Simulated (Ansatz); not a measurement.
**SiHClO (SMILES O[Si]Cl) at HSE06/STO-3G**

What is the vertical singlet–triplet gap of SiHClO at HSE06/STO-3G? 

Program for the calculation: Ansatz 0.2.0.

82 further runs of the same task are left out: 1 that didn't finish, 81 set aside as unsound or not needed.

## 1. Starting point

The species is SiHClO (4 atoms), meant as a singlet with charge 0. SMILES: `O[Si]Cl`. Geometry: relaxed at PBE0-D4/def2-TZVP.

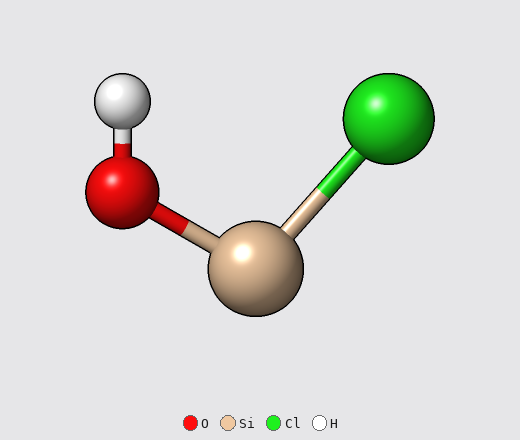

The structure, seen from a chosen angle (oxygen red, silicon light orange, chlorine green, hydrogen white).

## 2. A single-point energy at HSE06/STO-3G

File run.yaml:

```yaml
crystal:
  periodic: [false, false, false]
  atoms:
    - {symbol: O, position_ang: [-0.911800, 0.450200, -0.308700]}
    - {symbol: Si, position_ang: [-0.434200, -0.789700, 0.647000]}
    - {symbol: Cl, position_ang: [1.662300, -0.701000, 0.421400]}
    - {symbol: H, position_ang: [-0.260800, 0.980400, -0.780000]}
basis:
  gaussian: {orbitals: STO-3G}
hamiltonian: {xc: {name: HSE06}}
accuracy: high
```

Launch:

```
$ ansatz run run.yaml --threads 1 --pin off --max-ram 2610MiB --events-out events.jsonl --progress --plain --runs-dir runs
```

Log:

```text
Warning: RAYON_NUM_THREADS=1 ignored (pool sized by the plan → 1); use --threads N
Functional definition: HSE06
  name "HSE06"
  parameter a = 0.25
  parameter omega = 0.11/bohr
  exchange = pbe_x - a*pbe_x_sr(omega) + a*exact_x_sr(omega)
  correlation = pbe_c
433 factors; integrals over basis functions are off by at most 3.0e-8 eV
59 factors; integrals over basis functions are off by at most 8.7e-10 eV
mean field evaluation 1: about -22197.1516 eV, gradient 2.1e1 eV
mean field evaluation 2: about -22192.5655 eV, gradient 4.8e1 eV
mean field evaluation 4: about -22199.0581 eV, gradient 1.6e0 eV
mean field evaluation 8: about -22199.0728 eV, gradient 8.0e-3 eV
mean field evaluation 16: about -22199.0728 eV, gradient 6.5e-8 eV
mean field -22199.07283631 eV, -815.8008796622 hartree, gradient 6.3e-8 eV, S^2 0.000000; 0 other end points of the search recorded, 0 dependent functions left out
reference -22199.07283804 eV, -815.8008797259 hartree; 20, 20 occupied and 4, 4 virtual orbitals, 433 factors
Total energy: -22199.07283804 eV, -815.8008797259 hartree
```

Run time: 1.5 s. Hardware: 1 thread of Arm Neoverse V1, shared host; peak memory 0.098 GiB.

## 3. The triplet at the same level

File molecule.yaml:

```yaml
crystal:
  periodic: [false, false, false]
  atoms:
    - {symbol: O, position_ang: [-0.911800, 0.450200, -0.308700]}
    - {symbol: Si, position_ang: [-0.434200, -0.789700, 0.647000]}
    - {symbol: Cl, position_ang: [1.662300, -0.701000, 0.421400]}
    - {symbol: H, position_ang: [-0.260800, 0.980400, -0.780000]}
basis:
  gaussian:
    orbitals: STO-3G
magnetization:
  spin_polarized: true
  initial_magnetization: 2
accuracy: high
hamiltonian:
  xc: hse06
```

Launch:

```
$ ansatz run molecule.yaml --threads 1 --pin off --max-ram 2610MiB --events-out events.jsonl --progress --plain --runs-dir runs
```

Log:

```text
Warning: RAYON_NUM_THREADS=1 ignored (pool sized by the plan → 1); use --threads N
Functional definition: HSE06
  name "HSE06"
  parameter a = 0.25
  parameter omega = 0.11/bohr
  exchange = pbe_x - a*pbe_x_sr(omega) + a*exact_x_sr(omega)
  correlation = pbe_c
433 factors; integrals over basis functions are off by at most 3.0e-8 eV
59 factors; integrals over basis functions are off by at most 8.7e-10 eV
mean field evaluation 1: about -22193.8095 eV, gradient 1.3e1 eV
mean field evaluation 2: about -22189.1178 eV, gradient 2.8e1 eV
mean field evaluation 4: about -22195.2225 eV, gradient 1.4e0 eV
mean field evaluation 8: about -22195.2574 eV, gradient 2.3e-2 eV
mean field evaluation 16: about -22195.2574 eV, gradient 1.9e-6 eV
mean field -22195.25738095 eV, -815.6606642640 hartree, gradient 9.0e-8 eV, S^2 2.000821; 2 other end points of the search recorded, 0 dependent functions left out
reference -22195.25738279 eV, -815.6606643318 hartree; 21, 19 occupied and 3, 5 virtual orbitals, 433 factors
Total energy: -22195.25738279 eV, -815.6606643318 hartree
```

It took 3 s on 1 thread of Arm Neoverse V1, shared host; peak memory 0.14 GiB.

## 4. Summary of results

At HSE06/STO-3G:

```
                                        quantity          value
                           singlet: total energy  -815.80088 Eh
                           triplet: total energy  -815.66066 Eh
                                   triplet: ⟨S²⟩          2.001
vertical energy of the triplet above the singlet       3.815 eV
```

**Reading.** At this shape the triplet lies 3.82 eV (88 kcal/mol) above the singlet. In a minimal basis such a difference can be off by several eV, whatever the method.
